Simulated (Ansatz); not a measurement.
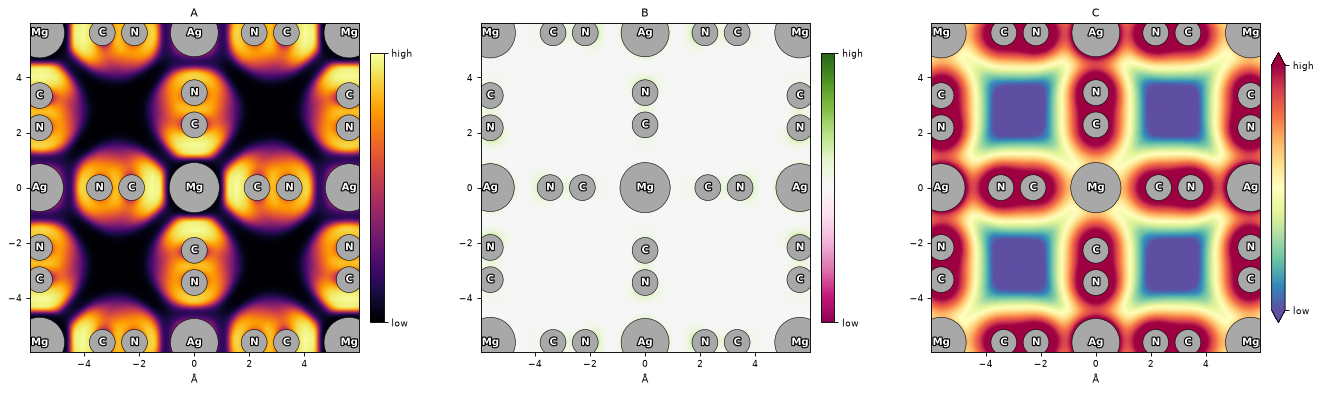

Mg2AgC6N6: 3 fields on the (100) plane of the conventional cell, with unlabelled colour scales. Grey discs cover the atomic cores.

Space group F-43m; a structure generated by program, which may or may not match a known phase; spin-polarised.

Theory: DFT PBE, scalar-relativistic, plane waves, PAW (Ansatz).

Mg2AgC6N6, 60 atoms, a = 11.24 Å, b = 11.24 Å, c = 11.24 Å, α = 90.00°, β = 90.00°, γ = 90.00°.

The panels show electron localisation function, spin density and valence pseudo-density in some order. Assign them.

Answer. Panel A: electron localisation function. Panel B: spin density (confined to the magnetic sites and close to zero elsewhere). Panel C: valence pseudo-density. From the grid: C–N (1.17 Å): ρ at the midpoint is about 3.5 e/Å³; the ELF peaks at about 0.85 between the atoms (inside overlapping PAW spheres, so only a guide): a short, multiple covalent bond. Ag–N (2.17 Å): the density is about 0.57 e/Å³ at the midpoint; the ELF peaks at about 0.90 in the valence shell of N, 0.7 Å from its nucleus, and is about 0.15 at the midpoint.
